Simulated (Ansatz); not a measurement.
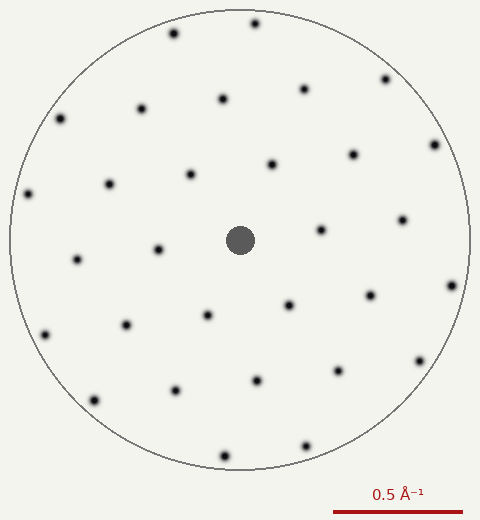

Simulated LEED pattern at 180 eV and normal incidence, from the upper face of a slab model. Spot positions follow from the surface net; brightness is a rough single-scattering estimate from the outer layers, good only for telling present from absent.

> What surface net do the spots show?

The spots form a hexagonal reciprocal net with shortest vectors 0.318 and 0.318 Å⁻¹ at 60.0°. The primitive real-space mesh has edges 3.63 and 3.63 Å at 60.0° (or its supplement) and area 11.4 Å².

The slab has composition PdBrCl (3 atoms a cell, 3.3 Å thick). Structure: coordinates from a relaxation with DFT PBE, scalar-relativistic, plane waves, PAW (Ansatz); the starting structure was generated, so it need not be a known form of this composition.
